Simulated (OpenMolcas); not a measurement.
# BNH$_{6}$: energy and gradient calculation (part 1 of 2)

System: BNH$_{6}$, SMILES [BH3-][NH3+].
Method: PBE0/def2-TZVP, RKS (OpenMolcas 26.06).

The geometry comes from this level: PBE0-D4/def2-TZVP.

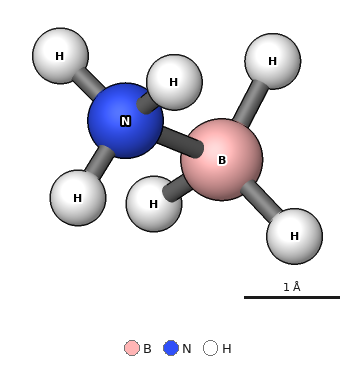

Fig. 1: The structure as given in the input (ball-and-stick view, seen at a tilt). Bond lengths as drawn: B–H 1.21 Å, B–N 1.64 Å and H–N 1.01 Å.

Summary

| quantity | value |
| --- | --- |
| outcome | converged |
| total energy | −83.135446 hartree |
| basis functions | 98 |
| largest force | 0.006 eV/Å |
| HOMO | −7.78 eV |
| LUMO | −0.01 eV |
| dipole moment | 5.45 debye |
| hardware | 1 thread of Arm Neoverse V1, 24 GiB of memory available, shared host |
| wall time | 40 s |
| peak memory | 0.55 GiB |

Input file
```
&GATEWAY
  BasLib=$CurrDir
  Coord
  8
  angstrom
  B       -0.191300       0.250800      -0.775400
  N        0.206500      -0.255100       0.731700
  H       -0.078200      -0.728400      -1.481000
  H       -1.332600       0.649700      -0.687200
  H        0.604400       1.126600      -1.038400
  H        0.140800       0.507000       1.398700
  H        1.156600      -0.611300       0.755300
  H       -0.414000      -0.996500       1.040500
  Basis=def2-TZVP
  Group=NoSym

&SEWARD
  GridInput
  Grid=UltraFine
  End of Grid

&SCF
  KSDFT=PBE0
  Thresholds=1e-10 1e-07 1e-07 1e-05
  PrOrbitals=1 1

&ALASKA
```

Launched with:
```bash
export MOLCAS_MEM=1860
pymolcas mol.input > mol.log
```

What the program printed
```
--- Start Module: gateway ---

                                              &GATEWAY

                       available to each process: 1.9 GB of memory, 1 thread

 Basis Set     1 Label: B.DEF2-TZVP
 Basis set is read from library:.
 basistype.tbl is not found

 Basis Set     2 Label: N.DEF2-TZVP
 Basis set is read from library:.
 basistype.tbl is not found

 Basis Set     3 Label: H.DEF2-TZVP
 Basis set is read from library:.
 basistype.tbl is not found

++    Symmetry information:
      ---------------------

                    Character Table for C1

                             E
                    a        1  x, y, xy, Rz, z, xz, Ry, yz, Rx, I
--

++    Basis set information:
      ----------------------

      Basis set label: B.DEF2-TZVP.........

      Electronic valence basis set:
      ------------------
      Associated Effective Charge   5.000000 au
      Associated Actual Charge      5.000000 au
      Nuclear Model: Point charge

      Shell  nPrim  nBasis  Cartesian Spherical Contaminant
         s      11       5        X
         p       6       3        X
         d       2       2                 X
         f       1       1                 X

      Basis set label: N.DEF2-TZVP.........

      Electronic valence basis set:
      ------------------
      Associated Effective Charge   7.000000 au
      Associated Actual Charge      7.000000 au
      Nuclear Model: Point charge

      Shell  nPrim  nBasis  Cartesian Spherical Contaminant
         s      11       5        X
         p       6       3        X
         d       2       2                 X
         f       1       1                 X

      Basis set label: H.DEF2-TZVP.........

      Electronic valence basis set:
      ------------------
      Associated Effective Charge   1.000000 au
      Associated Actual Charge      1.000000 au
      Nuclear Model: Point charge

      Shell  nPrim  nBasis  Cartesian Spherical Contaminant
         s       5       3        X
         p       1       1        X
--

++    Molecular structure info:
      -------------------------

                    ************************************************
                    **** Cartesian Coordinates / bohr, angstrom ****
                    ************************************************

     Center  Label                x              y              z                     x              y              z
        1      B1              -0.361505       0.473943      -1.465294             -0.191300       0.250800      -0.775400
        2      N2               0.390228      -0.482069       1.382713              0.206500      -0.255100       0.731700
        3      H3              -0.147777      -1.376477      -2.798684             -0.078200      -0.728400      -1.481000
        4      H4              -2.518249       1.227755      -1.298620             -1.332600       0.649700      -0.687200
        5      H5               1.142150       2.128965      -1.962292              0.604400       1.126600      -1.038400
        6      H6               0.266073       0.958091       2.643160              0.140800       0.507000       1.398700
        7      H7               2.185657      -1.155190       1.427310              1.156600      -0.611300       0.755300
        8      H8              -0.782347      -1.883112       1.966260             -0.414000      -0.996500       1.040500

                    ***************************************
                    *    InterNuclear Distances / bohr    *
                    ***************************************

               1 B1            2 N2            3 H3            4 H4            5 H5            6 H6
    1 B1       0.000000
    2 N2       3.096805        0.000000
    3 H3       2.290778        4.309698        0.000000
    4 H4       2.290755        4.309557        3.827709        0.000000
    5 H5       2.290651        4.309518        3.827739        3.827684        0.000000
    6 H6       4.184214        1.917864        5.935920        4.833508        4.832043        0.000000
    7 H7       4.184407        1.917979        4.832485        5.935980        4.833630        3.103071
    8 H8       4.184301        1.917911        4.833638        4.832214        5.935821        3.103194

               7 H7            8 H8
    7 H7       0.000000
    8 H8       3.103125        0.000000

                    *******************************************
                    *    InterNuclear Distances / angstrom    *
                    *******************************************

               1 B1            2 N2            3 H3            4 H4            5 H5            6 H6
    1 B1       0.000000
    2 N2       1.638759        0.000000
    3 H3       1.212228        2.280594        0.000000
    4 H4       1.212215        2.280519        2.025536        0.000000
    5 H5       1.212161        2.280498        2.025552        2.025523        0.000000
    6 H6       2.214191        1.014890        3.141154        2.557782        2.557007        0.000000
    7 H7       2.214293        1.014951        2.557241        3.141185        2.557847        1.642074
    8 H8       2.214237        1.014915        2.557851        2.557098        3.141101        1.642140

               7 H7            8 H8
    7 H7       0.000000
    8 H8       1.642103        0.000000

                    **************************************
                    *    Valence Bond Angles / degree    *
                    **************************************
                          Atom centers                 Phi
                      3 H3       1 B1       4 H4       113.33
                      3 H3       1 B1       5 H5       113.33
                      4 H4       1 B1       5 H5       113.33
                      6 H6       2 N2       7 H7       107.99
                      6 H6       2 N2       8 H8       108.00
                      7 H7       2 N2       8 H8       107.99
--

            Nuclear Potential Energy             40.75456277 au

--- Stop Module: gateway /rc=_RC_ALL_IS_WELL_ ---

--- Start Module: seward ---

                                              &SEWARD

                       available to each process: 1.9 GB of memory, 1 thread

               SEWARD will generate:
                  Multipole Moment integrals up to order  2
                  Kinetic Energy integrals
                  Nuclear Attraction integrals (point charge)
                  One-Electron Hamiltonian integrals
                  Velocity integrals
                  Orbital angular momentum around (  0.0525  -0.0526   0.1033 )
                  Velocity quadrupole around (  0.0525  -0.0526   0.1033 )
                  Two-Electron Repulsion integrals

                   Integrals are discarded if absolute value <: 1.00E-14
                   Integral cutoff threshold is set to       <: 1.00E-16

            Nuclear Potential Energy             40.75456277 au

      Basis set specifications :
      Symmetry species         a
      Basis functions           98

--- Stop Module: seward /rc=_RC_ALL_IS_WELL_ ---
--- Module seward spent 3 seconds ---

--- Start Module: scf ---

                                                &SCF

                       available to each process: 1.9 GB of memory, 1 thread

 ###############################################################################
 ###     Minimized-density-differences option turned off!                    ###
 ###############################################################################
++    Input section:
      --------------

      Header of the integral files:

      Cartesian coordinates in angstrom:
      -----------------------------------------------------
      No.  Label        X            Y            Z
      -----------------------------------------------------
       1   B1        -0.19130000   0.25080000  -0.77540000
       2   N2         0.20650000  -0.25510000   0.73170000
       3   H3        -0.07820000  -0.72840000  -1.48100000
       4   H4        -1.33260000   0.64970000  -0.68720000
       5   H5         0.60440000   1.12660000  -1.03840000
       6   H6         0.14080000   0.50700000   1.39870000
       7   H7         1.15660000  -0.61130000   0.75530000
       8   H8        -0.41400000  -0.99650000   1.04050000
      -----------------------------------------------------
      Nuclear repulsion energy =   40.75456277
--

++    Orbital specifications:
      -----------------------

      Symmetry species               1
                                     a
      Frozen orbitals                0
      Occupied orbitals              9
      Secondary orbitals            89
      Deleted orbitals               0
      Total number of orbitals      98
      Number of basis functions     98
--

      Molecular charge                           0.000

      Numerical integration parameters
      --------------------------------
      Radial quadrature type:                         MHL
      Size of radial grid:                            99
      Lebedev angular grid:                           41
      Angular grid pruned with the crowding factor:  1.00E+10
                                 and fading factor:  1.00E+01
      Screening threshold for integral computation:   1.00E-11
      Radial quadrature accuracy:                     1.00E-25
      Maximum batch size:                             128
      AO values are stored on disk
      The same grid will be used for all iterations.

      DFT functional specifications
      -----------------------------
      Using Libxc version: 6.2.2
      Please cite the following reference:
      S. Lehtola, C. Steigemann, M. J.T. Oliveira, and M. A.L. Marques.,  SoftwareX 7, 1–5 (2018) doi:10.1016/j.softx.2017.11.002

      * PBEH (PBE0)

++    Optimization specifications:
      ----------------------------
```
